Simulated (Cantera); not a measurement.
Feed: 1 mol Si, 0.059 mol CO₂, 100 mol N₂, at 1775 °C.

These are equilibrium values from Cantera (NASA tables, ideal gas, pure condensed phases), not measurements of a reactor. Candidate condensed phases: C, Si, SiC, SiO₂, Si₂N₂O, Si₃N₄; 34 gas species. Mutual solubility and eutectic melting of coexisting phases are not modelled. The tables' values for SiN are old estimates; treat these amounts as uncertain. The numbers say what is thermodynamically allowed, not how fast it happens.

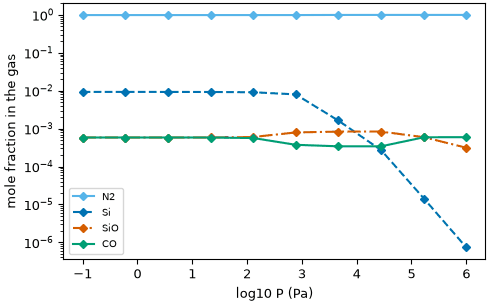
*Equilibrium gas composition (values under 1e-9 drawn at 1e-9)*

Q: Read off the mole fractions at 34.5 Torr.

A: N₂ about 1.00, Si about 0.0016, SiO about 0.00083, CO about 0.00034.
